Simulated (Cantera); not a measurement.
Charge: 1 mol LiCl, 0.25 mol H2O, 2.3 mol H2, held at 5.40 Pa.

These are equilibrium values from Cantera (NASA tables, ideal gas, pure condensed phases), not measurements of a reactor. Candidate condensed phases: H2O, Li, LiCl, LiH, LiOH, Li2O; 25 gas species. Kinetics and transport are ignored.

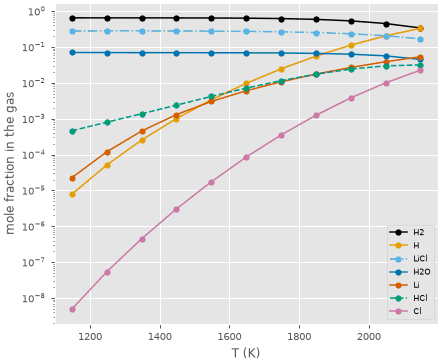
Fig. 1. Equilibrium gas composition (values under 1e-9 drawn at 1e-9)

Task: Read off the mole fractions at 1348 K.

Result: H2 about 0.65, LiCl about 0.28, H2O about 0.069, HCl about 0.0014, Li about 0.00045, H about 0.00025, Cl about 4.5e-7.
